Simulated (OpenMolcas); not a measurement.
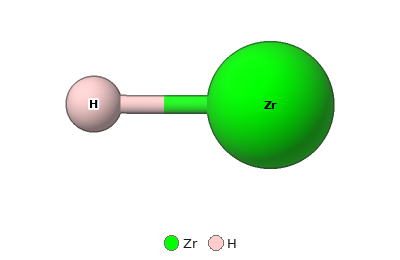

The molecule at the reference distance of 1.860 Å.

**Relativistic diatomic calculation for ZrH (part 1 of 2)**

System: ZrH.
Method: SA-CASSCF(5,7)/XMS-CASPT2 + RASSI spin-orbit (X2C scalar, AMFI), ANO-RCC-VDZP (OpenMolcas).

### The input
```
&GATEWAY
Coord
2
angstrom
Zr 0.0 0.0 0.0
H 0.0 0.0 1.8600
Basis=ANO-RCC-VDZP
Group=XY
RX2C
AMFI
ANGMom
0.0 0.0 0.0
RICD
&SEWARD
&GUESSORB
&RASSCF
FileOrb=$CurrDir/o41.orb
Symmetry=1
Spin=4
nActEl=5 0 0
Inactive=10 8
RAS2=5 2
CIRoot=7 7 1
Linear
Iterations=120 100
OrbListing=Nothing
PRWF=0.15
>>COPY $Project.RasOrb $CurrDir/o41.orb
>>COPY $Project.rasscf.h5 $CurrDir/r41.h5
&CASPT2
XMultistate=all
Imaginary=0.2
IPEA=0.25
MaxIter=40
>>COPY $Project.JobMix JOB001
&RASSCF
CIOnly
FileOrb=$CurrDir/ref.orb
Symmetry=2
Spin=2
nActEl=5 0 0
Inactive=10 8
RAS2=5 2
CIRoot=10 10 1
Linear
Iterations=120 100
OrbListing=Nothing
PRWF=0.15
>>COPY $Project.RasOrb $CurrDir/o22.orb
>>COPY $Project.rasscf.h5 $CurrDir/r22.h5
&CASPT2
XMultistate=all
Imaginary=0.2
IPEA=0.25
MaxIter=40
>>COPY $Project.JobMix JOB002
&RASSI
Nr of JobIphs=2 7 10
1 2 3 4 5 6 7
1 2 3 4 5 6 7 8 9 10
SpinOrbit
EJob
Omega
MEES
MESO
Properties=4
'AngMom' 3 'Mltpl  1' 1 'Mltpl  1' 2 'Mltpl  1' 3
Thrs=1.0d-4
>>COPY $Project.rassi.h5 $CurrDir/so.h5
```

The first orbital files come from an earlier step.

Hardware: 1 thread of Arm Neoverse V2, 24 GiB of memory available, shared host.

Launched with:
```bash
pymolcas m.inp (one call a module block, same work directory)
```

### Output (extracts)
```
++    Wave function specifications:
      Number of closed shell electrons          36
      Number of electrons in active shells       5
      Number of inactive orbitals               18
      Number of active orbitals                  7
      Number of secondary orbitals              23
      Spin quantum number                      1.5
      State symmetry                             1
++    Orbital specifications:
      Symmetry species                           1   2
                                                 a   b
      Frozen orbitals                            0   0
      Inactive orbitals                         10   8
      Active orbitals                            5   2
      RAS2 orbitals                              5   2
      Secondary orbitals                        11  12
      Number of basis functions                 26  22
      printout of CI-coefficients larger than  0.15 for root  1
      energy=   -3596.702537
      conf/sym  11111 22     Coeff  Weight
             5  2uu0u 00  -0.78957 0.62342
            40  2000u uu   0.61007 0.37219
      printout of CI-coefficients larger than  0.15 for root  2
      energy=   -3596.680772
      conf/sym  11111 22     Coeff  Weight
            10  20uuu 00  -0.99909 0.99817
      printout of CI-coefficients larger than  0.15 for root  3
      energy=   -3596.680772
      conf/sym  11111 22     Coeff  Weight
             8  2u0uu 00  -0.99909 0.99817
      printout of CI-coefficients larger than  0.15 for root  4
      energy=   -3596.671182
      conf/sym  11111 22     Coeff  Weight
             5  2uu0u 00  -0.60521 0.36628
            40  2000u uu  -0.79065 0.62513
      printout of CI-coefficients larger than  0.15 for root  5
      energy=   -3596.651002
      conf/sym  11111 22     Coeff  Weight
            20  2u000 uu   0.99921 0.99842
      printout of CI-coefficients larger than  0.15 for root  6
      energy=   -3596.651002
      conf/sym  11111 22     Coeff  Weight
            22  20u00 uu   0.99921 0.99842
      printout of CI-coefficients larger than  0.15 for root  7
      energy=   -3596.637986
      conf/sym  11111 22     Coeff  Weight
             1  2uuu0 00   0.92936 0.86371
            28  200u0 uu  -0.35401 0.12532
      Natural orbitals and occupation numbers for root  1
      sym 1:   1.996704   0.627357   0.627357   0.002714   0.998885
      sym 2:   0.373492   0.373492
      Natural orbitals and occupation numbers for root  2
      sym 1:   1.997402   0.000026   0.999979   0.999999   0.999802
      sym 2:   0.001396   0.001396
      Natural orbitals and occupation numbers for root  3
      sym 1:   1.997402   0.999979   0.000026   0.999999   0.999802
      sym 2:   0.001396   0.001396
      Natural orbitals and occupation numbers for root  4
      sym 1:   1.997151   0.373395   0.373395   0.008014   0.993664
      sym 2:   0.627190   0.627190
      Natural orbitals and occupation numbers for root  5
      sym 1:   1.997886   1.000000   0.000054   0.001685   0.000375
      sym 2:   1.000000   1.000000
      Natural orbitals and occupation numbers for root  6
      sym 1:   1.997886   0.000054   1.000000   0.001685   0.000375
      sym 2:   1.000000   1.000000
      Natural orbitals and occupation numbers for root  7
      sym 1:   1.996801   0.873173   0.873173   0.995745   0.005070
      sym 2:   0.128018   0.128018
      RASSCF energy for state  7                  -3596.63798609
::    RASSCF root number  1 Total energy:  -3596.70253737
::    RASSCF root number  2 Total energy:  -3596.68077236
::    RASSCF root number  3 Total energy:  -3596.68077202
::    RASSCF root number  4 Total energy:  -3596.67118203
::    RASSCF root number  5 Total energy:  -3596.65100216
::    RASSCF root number  6 Total energy:  -3596.65100191
::    RASSCF root number  7 Total energy:  -3596.63798609
      Von Neumann Entropy (Root   1) =  2.46906
++    Wave function specifications:
      Number of closed shell electrons           6
      Number of electrons in active shells       5
      Number of inactive orbitals                3
      Number of active orbitals                  7
      Number of secondary orbitals              23
      Spin quantum number                      1.5
      State symmetry                             1
      Number of CSFs                           104
      Number of CASSCF root(s) available         7
      CASPT2 state passed to geometry opt.       7
      A file JOBMIX will be created
      This is a MULTI-STATE CASSCF reference
      Number of CI roots used                    7
      These are:                                 1   2   3   4   5   6   7
      Off-diagonal elements of Heff are computed
  FINAL CASPT2 RESULT:
      Reference energy:       -3596.7025373653
      E2 (Non-variational):      -0.2223300162
      Shift correction:          -0.0016693555
      E2 (Variational):          -0.2239993717
      Total energy:           -3596.9265367371
      Reference weight:           0.92504
  FINAL CASPT2 RESULT:
      Reference energy:       -3596.6807723632
      E2 (Non-variational):      -0.2182596470
      Shift correction:          -0.0017696217
      E2 (Variational):          -0.2200292687
      Total energy:           -3596.9008016319
      Reference weight:           0.92557
  FINAL CASPT2 RESULT:
      Reference energy:       -3596.6807720249
      E2 (Non-variational):      -0.2182524931
      Shift correction:          -0.0017668894
      E2 (Variational):          -0.2200193825
      Total energy:           -3596.9007914074
      Reference weight:           0.92559
  FINAL CASPT2 RESULT:
      Reference energy:       -3596.6711820319
      E2 (Non-variational):      -0.2290593074
      Shift correction:          -0.0019172914
      E2 (Variational):          -0.2309765987
      Total energy:           -3596.9021586306
      Reference weight:           0.92103
  FINAL CASPT2 RESULT:
      Reference energy:       -3596.6510021607
      E2 (Non-variational):      -0.2294478192
      Shift correction:          -0.0016402589
      E2 (Variational):          -0.2310880781
      Total energy:           -3596.8820902388
      Reference weight:           0.92485
  FINAL CASPT2 RESULT:
      Reference energy:       -3596.6510019121
      E2 (Non-variational):      -0.2294394847
      Shift correction:          -0.0016422581
      E2 (Variational):          -0.2310817428
      Total energy:           -3596.8820836549
      Reference weight:           0.92483
  FINAL CASPT2 RESULT:
      Reference energy:       -3596.6379860936
      E2 (Non-variational):      -0.2231362351
      Shift correction:          -0.0017647528
      E2 (Variational):          -0.2249009879
      Total energy:           -3596.8628870815
      Reference weight:           0.92614
       Total XMS-CASPT2 energies:
::    XMS-CASPT2 Root  1     Total energy:  -3596.92854799
::    XMS-CASPT2 Root  2     Total energy:  -3596.90255996
::    XMS-CASPT2 Root  3     Total energy:  -3596.90080239
::    XMS-CASPT2 Root  4     Total energy:  -3596.90079065
::    XMS-CASPT2 Root  5     Total energy:  -3596.88209097
::    XMS-CASPT2 Root  6     Total energy:  -3596.88208292
::    XMS-CASPT2 Root  7     Total energy:  -3596.86047450
++    Wave function specifications:
      Number of closed shell electrons          36
      Number of electrons in active shells       5
      Number of inactive orbitals               18
      Number of active orbitals                  7
      Number of secondary orbitals              23
      Spin quantum number                      0.5
      State symmetry                             2
      printout of CI-coefficients larger than  0.15 for root  1
      energy=   -3596.687471
      conf/sym  11111 22     Coeff  Weight
             2  22000 0u   0.18062 0.03262
             8  20200 0u   0.18062 0.03262
            71  2u00d u0  -0.20134 0.04054
            72  2u00u d0   0.30520 0.09315
            81  20u0d 0u  -0.20134 0.04054
            82  20u0u 0d   0.30520 0.09315
           105  200ud 0u  -0.27541 0.07585
           152  20002 0u  -0.70081 0.49113
      printout of CI-coefficients larger than  0.15 for root  2
      energy=   -3596.687471
      conf/sym  11111 22     Coeff  Weight
             1  22000 u0   0.18062 0.03262
             7  20200 u0   0.18062 0.03262
            73  2u00d 0u  -0.20134 0.04054
            74  2u00u 0d   0.30520 0.09315
            79  20u0d u0   0.20134 0.04054
            80  20u0u d0  -0.30520 0.09315
           103  200ud u0  -0.27541 0.07585
           151  20002 u0  -0.70081 0.49113
      printout of CI-coefficients larger than  0.15 for root  3
      energy=   -3596.659375
      conf/sym  11111 22     Coeff  Weight
            71  2u00d u0  -0.43597 0.19007
            72  2u00u d0  -0.39382 0.15510
            73  2u00d 0u  -0.24592 0.06048
            74  2u00u 0d  -0.22215 0.04935
            79  20u0d u0  -0.24593 0.06048
            80  20u0u d0  -0.22216 0.04936
            81  20u0d 0u   0.43599 0.19009
            82  20u0u 0d   0.39385 0.15512
      printout of CI-coefficients larger than  0.15 for root  4
      energy=   -3596.659375
      conf/sym  11111 22     Coeff  Weight
            71  2u00d u0   0.24592 0.06048
            72  2u00u d0   0.22215 0.04935
            73  2u00d 0u  -0.43597 0.19007
            74  2u00u 0d  -0.39382 0.15510
            79  20u0d u0  -0.43599 0.19009
            80  20u0u d0  -0.39385 0.15512
            81  20u0d 0u  -0.24593 0.06048
            82  20u0u 0d  -0.22216 0.04936
      printout of CI-coefficients larger than  0.15 for root  5
      energy=   -3596.656292
      conf/sym  11111 22     Coeff  Weight
            41  2uu00 d0   0.30291 0.09175
            71  2u00d u0  -0.32985 0.10880
            72  2u00u d0  -0.48616 0.23635
            74  2u00u 0d   0.15609 0.02436
            80  20u0u d0  -0.15608 0.02436
            81  20u0d 0u  -0.32983 0.10878
            82  20u0u 0d  -0.48613 0.23632
           105  200ud 0u  -0.18944 0.03589
           152  20002 0u  -0.25446 0.06475
      printout of CI-coefficients larger than  0.15 for root  6
      energy=   -3596.656292
      conf/sym  11111 22     Coeff  Weight
            42  2uu00 0d   0.30291 0.09175
            72  2u00u d0   0.15609 0.02436
            73  2u00d 0u   0.32985 0.10880
            74  2u00u 0d   0.48616 0.23635
            79  20u0d u0  -0.32983 0.10878
            80  20u0u d0  -0.48613 0.23632
            82  20u0u 0d   0.15608 0.02436
           103  200ud u0   0.18944 0.03589
           151  20002 u0   0.25446 0.06475
      printout of CI-coefficients larger than  0.15 for root  7
      energy=   -3596.647811
      conf/sym  11111 22     Coeff  Weight
             2  22000 0u   0.25529 0.06517
             8  20200 0u   0.25528 0.06517
            13  2u0d0 u0  -0.16359 0.02676
            18  20ud0 0u  -0.16361 0.02677
            71  2u00d u0   0.43859 0.19236
            72  2u00u d0  -0.22570 0.05094
            81  20u0d 0u   0.43861 0.19238
            82  20u0u 0d  -0.22573 0.05095
           105  200ud 0u  -0.30784 0.09476
           152  20002 0u  -0.31958 0.10213
           153  20000 2u  -0.26211 0.06870
      printout of CI-coefficients larger than  0.15 for root  8
      energy=   -3596.647811
      conf/sym  11111 22     Coeff  Weight
             1  22000 u0  -0.25529 0.06517
             7  20200 u0  -0.25528 0.06517
            14  2u0d0 0u   0.16359 0.02676
            17  20ud0 u0  -0.16361 0.02677
            73  2u00d 0u  -0.43859 0.19236
            74  2u00u 0d   0.22570 0.05094
            79  20u0d u0   0.43861 0.19238
            80  20u0u d0  -0.22573 0.05095
           103  200ud u0   0.30784 0.09476
           151  20002 u0   0.31958 0.10213
           154  20000 u2  -0.26211 0.06870
      printout of CI-coefficients larger than  0.15 for root  9
      energy=   -3596.644161
      conf/sym  11111 22     Coeff  Weight
            14  2u0d0 0u   0.21989 0.04835
            17  20ud0 u0   0.21988 0.04835
            71  2u00d u0   0.16909 0.02859
            72  2u00u d0  -0.17686 0.03128
            73  2u00d 0u  -0.42239 0.17841
            74  2u00u 0d   0.44181 0.19520
            79  20u0d u0  -0.42236 0.17839
            80  20u0u d0   0.44180 0.19519
            81  20u0d 0u  -0.16908 0.02859
            82  20u0u 0d   0.17686 0.03128
      printout of CI-coefficients larger than  0.15 for root 10
      energy=   -3596.644161
      conf/sym  11111 22     Coeff  Weight
            13  2u0d0 u0  -0.21989 0.04835
            18  20ud0 0u   0.21988 0.04835
            71  2u00d u0   0.42239 0.17841
            72  2u00u d0  -0.44181 0.19520
            73  2u00d 0u   0.16909 0.02859
            74  2u00u 0d  -0.17686 0.03128
            79  20u0d u0   0.16908 0.02859
            80  20u0u d0  -0.17686 0.03128
            81  20u0d 0u  -0.42236 0.17839
            82  20u0u 0d   0.44180 0.19519
      Natural orbitals and occupation numbers for root  1
      sym 1:   1.997529   0.244652   0.268325   0.017614   1.454530
      sym 2:   0.195758   0.821591
      Natural orbitals and occupation numbers for root  2
      sym 1:   1.997529   0.244652   0.268325   0.017614   1.454530
      sym 2:   0.821591   0.195758
      Natural orbitals and occupation numbers for root  3
      sym 1:   1.996962   0.535806   0.535863   0.015543   0.914405
      sym 2:   0.500683   0.500738
      Natural orbitals and occupation numbers for root  4
      sym 1:   1.996962   0.535806   0.535863   0.015543   0.914405
      sym 2:   0.500738   0.500683
      Natural orbitals and occupation numbers for root  5
      sym 1:   1.997149   0.494088   0.495079   0.040193   0.957537
      sym 2:   0.505057   0.510897
      Natural orbitals and occupation numbers for root  6
      sym 1:   1.997149   0.494088   0.495079   0.040193   0.957537
      sym 2:   0.510897   0.505057
      Natural orbitals and occupation numbers for root  7
      sym 1:   1.996929   0.427534   0.537323   0.060137   0.839034
      sym 2:   0.435500   0.703543
      Natural orbitals and occupation numbers for root  8
      sym 1:   1.996929   0.427534   0.537323   0.060137   0.839034
      sym 2:   0.703543   0.435500
      Natural orbitals and occupation numbers for root  9
      sym 1:   1.996898   0.504845   0.504804   0.094402   0.897646
      sym 2:   0.500680   0.500725
      Natural orbitals and occupation numbers for root 10
      sym 1:   1.996898   0.504845   0.504804   0.094402   0.897646
      sym 2:   0.500725   0.500680
      RASSCF energy for state 10                  -3596.64416149
::    RASSCF root number  1 Total energy:  -3596.68747082
::    RASSCF root number  2 Total energy:  -3596.68747082
::    RASSCF root number  3 Total energy:  -3596.65937535
::    RASSCF root number  4 Total energy:  -3596.65937535
::    RASSCF root number  5 Total energy:  -3596.65629155
::    RASSCF root number  6 Total energy:  -3596.65629155
::    RASSCF root number  7 Total energy:  -3596.64781119
::    RASSCF root number  8 Total energy:  -3596.64781119
::    RASSCF root number  9 Total energy:  -3596.64416149
::    RASSCF root number 10 Total energy:  -3596.64416149
      Von Neumann Entropy (Root   1) =  2.01107
++    Wave function specifications:
      Number of closed shell electrons           6
      Number of electrons in active shells       5
      Number of inactive orbitals                3
      Number of active orbitals                  7
      Number of secondary orbitals              23
      Spin quantum number                      0.5
      State symmetry                             2
      Number of CSFs                           240
      Number of CASSCF root(s) available        10
      CASPT2 state passed to geometry opt.      10
      A file JOBMIX will be created
      This is a MULTI-STATE CASSCF reference
      Number of CI roots used                   10
      These are:                                 1   2   3   4   5   6SPIN-FREE ENERGIES:
  (Shifted by EMIN (a.u.) =      -3596.9299297402)
 SF State       Relative EMIN(au)   Rel lowest level(eV)    D:o, cm**(-1)      Abs_M
     8             0.0000000000        0.0000000000              0.0000         1.0
     9             0.0000000000        0.0000000000              0.0000         1.0
     1             0.0013817474        0.0375992609            303.2585         0.0
     2             0.0273697827        0.7447697287           6006.9730         0.0
     3             0.0291273495        0.7925955567           6392.7143         2.0
     4             0.0291390906        0.7929150502           6395.2912         2.0
    10             0.0347595804        0.9458563689           7628.8461         3.0
    11             0.0347595804        0.9458563689           7628.8461         3.0
    12             0.0357376564        0.9724711706           7843.5090         1.0
    13             0.0357376564        0.9724711706           7843.5090         1.0
     5             0.0478387694        1.3017592321          10499.3963         2.0
     6             0.0478468184        1.3019782574          10501.1628         2.0
    14             0.0503799169        1.3709073771          11057.1137         1.0
    15             0.0503799169        1.3709073771          11057.1137         1.0
    16             0.0588919348        1.6025311849          12925.2857         3.0
    17             0.0588919348        1.6025311849          12925.2857         3.0
     7             0.0694552414        1.8899734016          15243.6635         0.0
```

(Continued in part 2.) Outcome of the run: converged; the ground state isn't settled.
